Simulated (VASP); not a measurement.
```
CELL_PARAMETERS angstrom
     -1.70706     1.70706     1.70706
      1.70706    -1.70706     1.70706
      1.70706     1.70706    -1.70706
ATOMIC_POSITIONS crystal
  Li 0.00000 0.00000 0.00000
```

These are MS2 meta-GGA, VASP's PBE PAW potentials (set 64) (plane waves; VASP) values and carry that method's errors. Run with 520 eV cut-off, 17×17×17 Γ-centred mesh, tetrahedra with Blöchl corrections, potentials Li_sv.

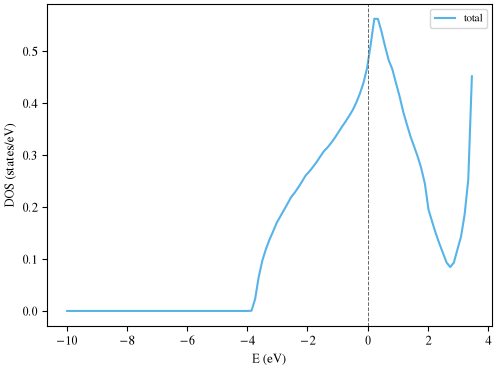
Figure. Total and projected density of states, zero at the Fermi level

Within 2 eV below the Fermi level the largest weight inside VASP's projection spheres is Li s, then Li p.

It has no gap at this level: it comes out as a metal or semimetal.

The compound is Li in the bcc structure. It was relaxed first, which changed the volume by -6 %.
